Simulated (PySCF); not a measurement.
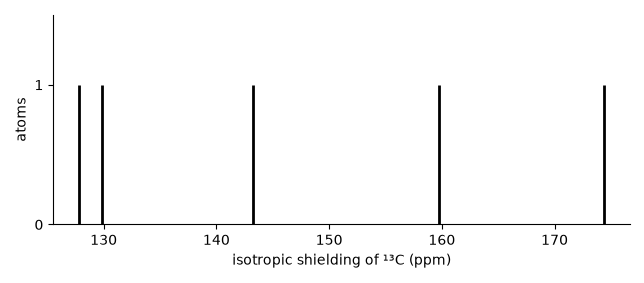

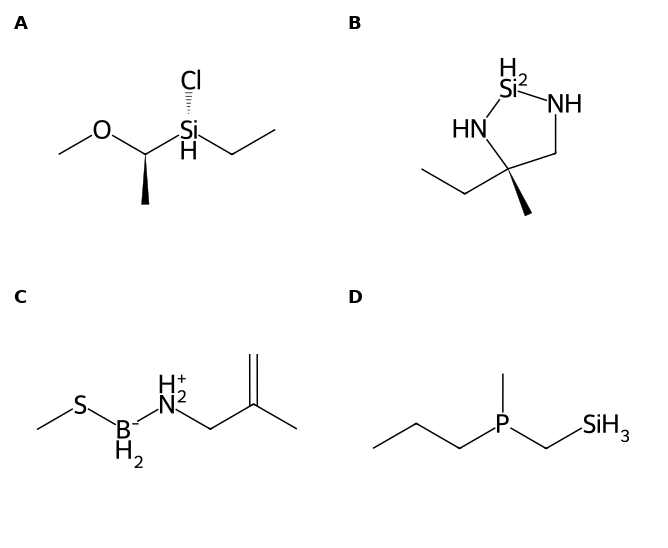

The sticks are computed shieldings of one of the molecules, for one fixed geometry (GFN2-xTB) without averaging over rotations. Low shielding means a high chemical shift. Method: GIAO PBE0/pcSseg-1 NMR shielding, non-relativistic, gas phase (PySCF 2.14.0).

Question: Match the spectrum to a structure.

Answer: B, `CC[C@@]1(C)CN[SiH2]N1`. Its 5 C atoms give lines at 127.8, 129.8, 143.2, 159.7, 174.4 ppm.

The geometry is semi-empirical. Around B, P, Si such bond lengths and angles can be off by a tenth of an ångström or more and by several degrees, and values that hang on the shape move with them.
